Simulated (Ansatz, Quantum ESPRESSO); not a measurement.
## Mode couplings of CdOs in the Bh ordering in a second program

Aim: mode couplings and λ of CdOs in the Bh ordering by double-delta sums in Quantum ESPRESSO. The first relaxation steps of the session are not shown, so no cell shown is the starting entry, unless a step says so.

Method: DFT PBE, scalar-relativistic, plane waves, PAW, in the first sound run; inputs show where later runs differ, in Ansatz 0.2.0 and Quantum ESPRESSO 7.5.

The structure was built from a prototype and need not be the compound's stable phase.

**1. The cell after earlier relaxation steps**

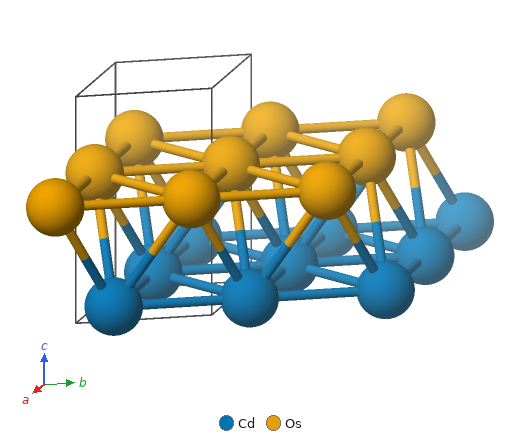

Start, viewed slightly off an axis; cadmium blue, osmium orange. 3×3×1 cells are drawn.

**2. Tight relaxation**

Phonons are second derivatives about the minimum, so the remaining forces must be small: the thresholds are tightened. Earlier relaxation steps are not shown.

File input.yaml:

```yaml
crystal:
  lattice:
    - [2.841131108, 0.0, 0.0]
    - [-1.420565554, 2.460491715, 0.0]
    - [0.0, 0.0, 4.7616756331]
  atoms:
    - { symbol: Cd, position: [0.3333333333, 0.6666666667, 0.25] }
    - { symbol: Os, position: [0.6666666667, 0.3333333333, 0.75] }
kpoints:
  mp_grid: { grid: [12, 12, 6] }
hamiltonian:
  xc: pbe
scf:
  occupations: { method: methfessel_paxton, width: 0.2 }
output:
  forces: true
  stress: true
  eigenvalues: true
relax:
  adjacent_minimum: "off"
  f_tol: 0.001
  max_steps: 60
  cell: { stress_tol: 0.01 }
```

On the command line:

```bash
$ ansatz run input.yaml --threads 4 --pin off --max-ram 8192MiB --backend cpu --events-out ev --progress --plain --runs-dir out
```

Numbers of over 12 decimals in the logs are rounded to 6 here.

Output:

```text
[the first part of the log is left out]
  E_hartree    = 1627.304775
  E_xc         = -443.793816
  E_vxc        = -506.203926  (∫ρ·V_xc dr)
  E_paw        = -13092.810783  (= ΣΔE_a)
  E_vpaw       = -745.898620  (= ΣTr[D̂ρ^β])
  E_aug_tail   = -0.000029  (compensation charges beyond the density's cutoff)
  E_ewald      = -5301.323448
  E_smearing   = 0.002969  (= −TS)
  E_closure    = 0.000000  (closes the sum)
  Σ components = -19637.652653   (vs F -19637.652653, Δ=0.00e0)
--- Forces (eV/Å), atoms counted from 1 ---
  atom   1  Cd    -0.00000000     0.00000000    -0.00000000
  atom   2  Os     0.00000000     0.00000000    -0.00000000
  max |Σ_I F_I| component: 3.70e-17 eV/Å
--- Stress (GPa, compression-positive) ---
        0.002309      -0.000000      -0.000000
       -0.000000       0.002309      -0.000000
       -0.000000      -0.000000      -0.001165
  P = ⅓ Tr σ = 0.0012 GPa (0.012 kbar)
--- Band table (eV; the first three rows and the last of 76) ---
  k-point 0: bands = ["-82.7140", "-65.5923", "-43.7630", "-43.7630", "-43.6857", "-25.0208", "-24.7538", "-24.7538", "10.0930", "10.5843", "10.9470", "10.9470", "11.8514", "11.8514", "15.4384", "18.5295", "18.5530", "18.5530", "20.8423", "20.8423", "23.8118", "34.1405"]
  k-point 1: bands = ["-82.7140", "-65.5923", "-43.7630", "-43.7630", "-43.6856", "-25.0215", "-24.7538", "-24.7538", "10.1372", "10.8082", "10.9431", "10.9431", "11.8511", "11.8511", "15.1051", "17.8794", "18.5735", "18.5735", "20.8378", "20.8378", "25.0685", "33.7502"]
  k-point 2: bands = ["-82.7140", "-65.5923", "-43.7630", "-43.7630", "-43.6854", "-25.0230", "-24.7538", "-24.7538", "10.1907", "10.9356", "10.9356", "11.5246", "11.8502", "11.8502", "14.0510", "17.1736", "18.6167", "18.6167", "20.8261", "20.8261", "27.5831", "33.0577"]
  k-point 75: bands = ["-82.7041", "-65.5543", "-43.8310", "-43.8306", "-43.6731", "-25.1015", "-25.0999", "-24.9456", "10.8408", "11.0379", "11.1103", "11.1402", "11.4763", "17.2478", "17.3238", "17.5900", "18.1105", "19.7941", "22.0790", "24.8061", "25.8314", "25.8422"]
--- Relaxed structure (3 steps of the walk, 2 accepted, 1 SCFs on fresh bases) ---
  F+E_penalty+E_count = -19637.65265298 eV   max|allowed force component| = 1.850e-17 eV/Å   (the final SCF, on the basis selected at the relaxed cell)
  cell:  # Å, volume = 33.2752 Å³
    - [2.841040, 0, 0]
    - [-1.420520, 2.460413, 0]
    - [0.0, 0, 4.760317]
  atoms:
    - { symbol: Cd, position: [0.333333, 0.666667, 0.25] }
    - { symbol: Os, position: [0.666667, 0.333333, 0.75] }
```

Run time: 6.1 s. Hardware: 4 threads of Arm Neoverse V1, shared host; peak memory 0.39 GiB.

Little changed from the start: no atom moved by 0.005 Å and no cell edge by 0.1 %.

Numbers from this step:

- pressure: 0.001151 GPa
- volume per atom: 16.64 Å³
- metallic on mesh: yes
- gap on the k-mesh: 0 eV

The largest force is now zero by symmetry and the largest stress component 0.0023 GPa.

**3. Second program, ground state**

ph.x needs a tightly converged ground state on the same k mesh; the cell is that of the step before.

This step: DFT PBE, scalar-relativistic, plane waves, GBRV ultrasoft pseudopotentials (Quantum ESPRESSO 7.5).

File pw.in:

```
&control
   calculation = 'scf'
   prefix = 'x'
   outdir = './tmp'
   pseudo_dir = './pseudo'
   tprnfor = .true.
   tstress = .true.
/
&system
   ibrav = 4
   celldm(1) = 5.36878751
   celldm(3) = 1.67555446
   nat = 2
   ntyp = 2
   ecutwfc = 45.0
   ecutrho = 360.0
   occupations = 'smearing'
   smearing = 'fd'
   degauss = 0.00734986
   nbnd = 24
/
&electrons
   conv_thr = 1.0d-11
   mixing_beta = 0.5
/
ATOMIC_SPECIES
 Cd    112.4140  Cd.upf
 Os    190.2300  Os.upf
ATOMIC_POSITIONS crystal
 Cd     0.333333333   0.666666667   0.250000000
 Os     0.666666667   0.333333333   0.750000000
K_POINTS automatic
 8 8 4 0 0 0
```

On the command line:

```bash
$ OMP_NUM_THREADS=1 mpirun -n 4 pw.x -nk 4 -in pw.in > pw.x.log
```

Output:

```text
Program PWSCF v.7.5

     This program is part of the open-source Quantum ESPRESSO suite
     for quantum simulation of materials; please cite
         "P. Giannozzi et al., J. Phys.:Condens. Matter 21 395502 (2009);
         "P. Giannozzi et al., J. Phys.:Condens. Matter 29 465901 (2017);
         "P. Giannozzi et al., J. Chem. Phys. 152 154105 (2020);
     in publications or presentations arising from this work. More details at

     G-vector sticks info
     --------------------
     sticks:   dense  smooth     PW     G-vecs:    dense   smooth      PW
     Sum         721     361    109                25903     9195    1629

     Using Slab Decomposition

     bravais-lattice index     =            4
     lattice parameter (alat)  =       5.3688  a.u.
     unit-cell volume          =     224.5525 (a.u.)^3
     number of atoms/cell      =            2
     number of atomic types    =            2
     number of electrons       =        28.00
     number of Kohn-Sham states=           24
     kinetic-energy cutoff     =      45.0000  Ry
     charge density cutoff     =     360.0000  Ry
     scf convergence threshold =      1.0E-11
     mixing beta               =       0.5000
     number of iterations used =            8  plain     mixing
     Exchange-correlation= SLA  PW   PBE  PBE
                           (   1   4   3   4   0   0   0)

     celldm(1)=   5.368788  celldm(2)=   0.000000  celldm(3)=   1.675554
     celldm(4)=   0.000000  celldm(5)=   0.000000  celldm(6)=   0.000000

     crystal axes: (cart. coord. in units of alat)
               a(1) = (   1.000000   0.000000   0.000000 )
               a(2) = (  -0.500000   0.866025   0.000000 )
               a(3) = (   0.000000   0.000000   1.675554 )

     reciprocal axes: (cart. coord. in units 2 pi/alat)
               b(1) = (  1.000000  0.577350 -0.000000 )
               b(2) = (  0.000000  1.154701  0.000000 )
               b(3) = (  0.000000 -0.000000  0.596817 )

     PseudoPot. # 1 for Cd read from file:
     ./pseudo/Cd.upf
     Pseudo is Ultrasoft + core correction, Zval = 12.0
     Using radial grid of  889 points,  6 beta functions with:
                l(1) =   0
                l(2) =   0
                l(3) =   1
                l(4) =   1
                l(5) =   2
                l(6) =   2
     Q(r) pseudized with  6 coefficients,  rinner =    1.000   1.000   1.000
                                                       1.000   1.000

     PseudoPot. # 2 for Os read from file:
     ./pseudo/Os.upf
     Pseudo is Ultrasoft + core correction, Zval = 16.0
     Using radial grid of  983 points,  8 beta functions with:
                l(1) =   0
                l(2) =   0
                l(3) =   1
                l(4) =   1
                l(5) =   2
                l(6) =   2
                l(7) =   3
                l(8) =   3
     Q(r) pseudized with  8 coefficients,  rinner =    1.150   1.150   1.150
                                                       1.150   1.150   1.150
                                                       1.150

     atomic species   valence    mass     pseudopotential
     Cd               12.00   112.41400     Cd( 1.00)
     Os               16.00   190.23000     Os( 1.00)

     12 Sym. Ops. (no inversion) found ( 6 have fractional translation)

   Cartesian axes

     site n.     atom                  positions (alat units)
         1        Cd     tau(   1) = (  -0.0000000   0.5773503   0.4188886  )
         2        Os     tau(   2) = (   0.5000000   0.2886751   1.2566658  )

     number of k points=    30  Fermi-Dirac smearing, width (Ry)=  0.0073
                       cart. coord. in units 2pi/alat
        k(    1) = (   0.0000000   0.0000000   0.0000000), wk =   0.0078125
        k(    2) = (   0.0000000   0.0000000   0.1492043), wk =   0.0156250
        k(    3) = (   0.0000000   0.0000000  -0.2984087), wk =   0.0078125
        k(    4) = (   0.0000000   0.1443376   0.0000000), wk =   0.0468750
        k(    5) = (   0.0000000   0.1443376   0.1492043), wk =   0.0937500
        k(    6) = (   0.0000000   0.1443376  -0.2984087), wk =   0.0468750
        k(    7) = (   0.0000000   0.2886751   0.0000000), wk =   0.0468750
        k(    8) = (   0.0000000   0.2886751   0.1492043), wk =   0.0937500
        k(    9) = (   0.0000000   0.2886751  -0.2984087), wk =   0.0468750
        k(   10) = (   0.0000000   0.4330127   0.0000000), wk =   0.0468750
        k(   11) = (   0.0000000   0.4330127   0.1492043), wk =   0.0937500
        k(   12) = (   0.0000000   0.4330127  -0.2984087), wk =   0.0468750
        k(   13) = (   0.0000000  -0.5773503   0.0000000), wk =   0.0234375
        k(   14) = (   0.0000000  -0.5773503   0.1492043), wk =   0.0468750
        k(   15) = (   0.0000000  -0.5773503  -0.2984087), wk =   0.0234375
        k(   16) = (   0.1250000   0.2165064   0.0000000), wk =   0.0468750
[...]
k(   23) = (   0.1250000   0.5051815   0.1492043), wk =   0.1875000
        k(   24) = (   0.1250000   0.5051815  -0.2984087), wk =   0.0937500
        k(   25) = (   0.2500000   0.4330127   0.0000000), wk =   0.0468750
        k(   26) = (   0.2500000   0.4330127   0.1492043), wk =   0.0937500
        k(   27) = (   0.2500000   0.4330127  -0.2984087), wk =   0.0468750
        k(   28) = (   0.2500000   0.5773503   0.0000000), wk =   0.0468750
        k(   29) = (   0.2500000   0.5773503   0.1492043), wk =   0.0937500
        k(   30) = (   0.2500000   0.5773503  -0.2984087), wk =   0.0468750

     Dense  grid:    25903 G-vectors     FFT dimensions: (  36,  36,  60)

     Smooth grid:     9195 G-vectors     FFT dimensions: (  24,  24,  40)

     Initial potential from superposition of free atoms

     starting charge      26.9999, renormalised to      28.0000

     negative rho (up, down):  1.507E-01 0.000E+00
     Starting wfcs are   22 randomized atomic wfcs +    2 random wfcs

     per-process dynamical memory:    31.5 Mb

     Self-consistent Calculation

     iteration #  1     ecut=    45.00 Ry     beta= 0.50
     Davidson diagonalization with overlap
     ethr =  1.00E-02,  avg # of iterations =  5.0

     negative rho (up, down):  1.492E-01 0.000E+00

     total energy              =    -313.11955774 Ry
     estimated scf accuracy    <       0.36710652 Ry

     iteration #  2     ecut=    45.00 Ry     beta= 0.50
     Davidson diagonalization with overlap
     ethr =  1.31E-03,  avg # of iterations =  2.0

     negative rho (up, down):  1.450E-01 0.000E+00

     total energy              =    -313.19227929 Ry
     estimated scf accuracy    <       0.03546037 Ry

[...]
negative rho (up, down):  1.441E-01 0.000E+00

     total energy              =    -313.20509893 Ry
     estimated scf accuracy    <       0.00048210 Ry

     iteration #  5     ecut=    45.00 Ry     beta= 0.50
     Davidson diagonalization with overlap
     ethr =  1.72E-06,  avg # of iterations =  5.7

     negative rho (up, down):  1.440E-01 0.000E+00

     total energy              =    -313.20531142 Ry
     estimated scf accuracy    <       0.00003164 Ry

     iteration #  6     ecut=    45.00 Ry     beta= 0.50
     Davidson diagonalization with overlap
     ethr =  1.13E-07,  avg # of iterations =  2.6

     negative rho (up, down):  1.440E-01 0.000E+00

     total energy              =    -313.20531462 Ry
     estimated scf accuracy    <       0.00000170 Ry

     iteration #  7     ecut=    45.00 Ry     beta= 0.50
     Davidson diagonalization with overlap
     ethr =  6.09E-09,  avg # of iterations =  4.3

     negative rho (up, down):  1.440E-01 0.000E+00

     total energy              =    -313.20531544 Ry
     estimated scf accuracy    <       0.00000009 Ry

     iteration #  8     ecut=    45.00 Ry     beta= 0.50
     Davidson diagonalization with overlap
     ethr =  3.27E-10,  avg # of iterations =  3.4

     negative rho (up, down):  1.441E-01 0.000E+00

     total energy              =    -313.20531545 Ry
     estimated scf accuracy    <       0.00000002 Ry

     iteration #  9     ecut=    45.00 Ry     beta= 0.50
     Davidson diagonalization with overlap
     ethr =  7.38E-11,  avg # of iterations =  2.2

     negative rho (up, down):  1.441E-01 0.000E+00

     total energy              =    -313.20531545 Ry
     estimated scf accuracy    <          3.1E-10 Ry

     iteration # 10     ecut=    45.00 Ry     beta= 0.50
     Davidson diagonalization with overlap
     ethr =  1.09E-12,  avg # of iterations =  4.9

     negative rho (up, down):  1.441E-01 0.000E+00

     total energy              =    -313.20531545 Ry
     estimated scf accuracy    <          2.7E-11 Ry

     iteration # 11     ecut=    45.00 Ry     beta= 0.50
     Davidson diagonalization with overlap
     ethr =  1.00E-13,  avg # of iterations =  2.8

     negative rho (up, down):  1.441E-01 0.000E+00

     End of self-consistent calculation

          k = 0.0000 0.0000 0.0000 (  1135 PWs)   bands (ev):

   -67.5442 -26.8942 -26.6429 -26.6429   8.3367   8.8104   9.2115   9.2115
    10.1228  10.1228  13.6431  16.7291  16.7338  16.7338  19.0313  19.0313
    22.0518  32.4342  33.7961  34.8733  36.1619  36.1619  38.8258  38.8258

          k = 0.0000 0.0000 0.1492 (  1129 PWs)   bands (ev):

   -67.5442 -26.8951 -26.6429 -26.6429   8.4254   9.2038   9.2038   9.3145
    10.1220  10.1220  12.8610  15.6592  16.7764  16.7764  19.0211  19.0211
    24.5183  31.7899  33.0945  34.8113  35.7909  35.7909  38.0904  38.0904

          k = 0.0000 0.0000-0.2984 (  1172 PWs)   bands (ev):

   -67.5443 -26.8960 -26.6429 -26.6429   8.4724   9.1965   9.1965  10.1207
    10.1207  10.7400  11.0316  15.1784  16.8220  16.8220  19.0068  19.0068
    27.7438  30.3414  32.5057  33.4020  35.5609  35.5609  37.8664  37.8664

          k = 0.0000 0.1443 0.0000 (  1142 PWs)   bands (ev):

   -67.5394 -26.8844 -26.7165 -26.6606   8.6248   9.0682   9.2266   9.3946
     9.9108  10.0790  14.0496  16.2464  16.4045  17.1829  18.9380  19.8893
    22.0602  31.6962  33.6907  33.9488  34.4149  35.9988  36.0595  39.5400

          k = 0.0000 0.1443 0.1492 (  1146 PWs)   bands (ev):

   -67.5394 -26.8852 -26.7165 -26.6606   8.6606   9.1307   9.3871   9.5319
    10.0656  10.0848  13.2244  15.8064  16.4478  17.2226  18.8969  18.9600
    24.8588  31.6196  32.9845  33.8826  34.3056  35.1110  36.6362  38.3280

          k = 0.0000 0.1443-0.2984 (  1148 PWs)   bands (ev):

   -67.5393 -26.8860 -26.7165 -26.6606   8.6898   9.1343   9.3801   9.7235
[...]
k = 0.0000 0.2887 0.0000 (  1142 PWs)   bands (ev):

[...]
k = 0.0000 0.2887 0.1492 (  1152 PWs)   bands (ev):

[...]
k = 0.0000 0.2887-0.2984 (  1134 PWs)   bands (ev):

[...]
k = 0.0000 0.4330 0.0000 (  1156 PWs)   bands (ev):

[...]
k = 0.0000 0.4330 0.1492 (  1146 PWs)   bands (ev):

[...]
k = 0.0000 0.4330-0.2984 (  1148 PWs)   bands (ev):

[...]
k = 0.0000-0.5774 0.0000 (  1144 PWs)   bands (ev):

[...]
k = 0.0000-0.5774 0.1492 (  1152 PWs)   bands (ev):

[...]
k = 0.0000-0.5774-0.2984 (  1152 PWs)   bands (ev):

[...]
k = 0.1250 0.2165 0.0000 (  1149 PWs)   bands (ev):

[...]
k = 0.1250 0.2165 0.1492 (  1149 PWs)   bands (ev):

[...]
k = 0.1250 0.2165-0.2984 (  1138 PWs)   bands (ev):

[...]
k = 0.1250 0.3608 0.0000 (  1144 PWs)   bands (ev):

[...]
k = 0.1250 0.3608 0.1492 (  1146 PWs)   bands (ev):

[...]
k = 0.1250 0.3608-0.2984 (  1140 PWs)   bands (ev):

[...]
k = 0.1250 0.5052 0.0000 (  1151 PWs)   bands (ev):

[...]
k = 0.1250 0.5052 0.1492 (  1146 PWs)   bands (ev):

[...]
k = 0.1250 0.5052-0.2984 (  1148 PWs)   bands (ev):

[...]
k = 0.2500 0.4330 0.0000 (  1140 PWs)   bands (ev):

[...]
k = 0.2500 0.4330 0.1492 (  1141 PWs)   bands (ev):

[...]
k = 0.2500 0.4330-0.2984 (  1142 PWs)   bands (ev):

[...]
k = 0.2500 0.5774 0.0000 (  1146 PWs)   bands (ev):

[...]
9.8102  15.1545  15.3973  16.2555  16.5133  16.9796  20.6341  21.8487
    22.9812  27.0980  27.4392  28.1420  30.0451  31.4881  31.7277  40.8020

          k = 0.2500 0.5774 0.1492 (  1142 PWs)   bands (ev):

   -67.5074 -27.0462 -26.9160 -26.8202   8.9450   9.0798   9.4168   9.7283
     9.7821  15.0465  15.3754  16.2298  16.7211  17.0246  20.9877  21.6642
    23.6480  24.8098  26.1312  28.8256  31.4919  31.9210  34.2701  39.3832

          k = 0.2500 0.5774-0.2984 (  1136 PWs)   bands (ev):

   -67.5073 -27.0461 -26.9160 -26.8202   8.9932   9.0043   9.4502   9.7298
     9.7705  15.0102  15.2173  16.0547  16.7428  17.9854  19.7649  22.9918
    23.8295  24.3405  25.0414  27.4072  33.1161  34.1331  36.4633  37.6230

     the Fermi energy is    18.3563 ev

!    total energy              =    -313.20531545 Ry
     estimated scf accuracy    <          2.3E-12 Ry
     smearing contrib. (-TS)   =      -0.00532740 Ry
     internal energy E=F+TS    =    -313.19998805 Ry

     The total energy is F=E-TS. E is the sum of the following terms:
     one-electron contribution =     -45.57396037 Ry
     hartree contribution      =      45.60013816 Ry
     xc contribution           =     -76.83471127 Ry
     ewald contribution        =    -236.39145456 Ry

     convergence has been achieved in  11 iterations

     negative rho (up, down):  1.441E-01 0.000E+00

     Forces acting on atoms (cartesian axes, Ry/au):

     atom    1 type  1   force =     0.00000000    0.00000000    0.00000000
     atom    2 type  2   force =    -0.00000000   -0.00000000    0.00000000

     Total force =     0.000000     Total SCF correction =     0.000000

     Computing stress (Cartesian axis) and pressure

     negative rho (up, down):  1.441E-01 0.000E+00
          total   stress  (Ry/bohr**3)                   (kbar)     P=        9.55
  -0.00000060  -0.00000000   0.00000000           -0.09       -0.00        0.00
  -0.00000000  -0.00000060   0.00000000           -0.00       -0.09        0.00
   0.00000000   0.00000000   0.00019590            0.00        0.00       28.82

     Writing all to output data dir ./tmp/x.save/ :
     XML data file, charge density, pseudopotentials, collected wavefunctions

   JOB DONE.
```

It took 9.1 s on 4 MPI ranks.

Numbers from this step:

| Quantity | Value |
| --- | --- |
| pressure | 0.9547 GPa |

With these potentials, mesh and smearing the cell is at 0.95 GPa.

(Part 1 of 6 ends here.)

[Logs are printed without paths, hosts, clocks, repeated set-up lines and the standing remarks that a program may print on its own settings, such as how far it seeks lower states.]

[Hosts, paths, dates, database ids (printed as entryN), source tags and the programs' standing remarks are cut or masked in the printed files.]
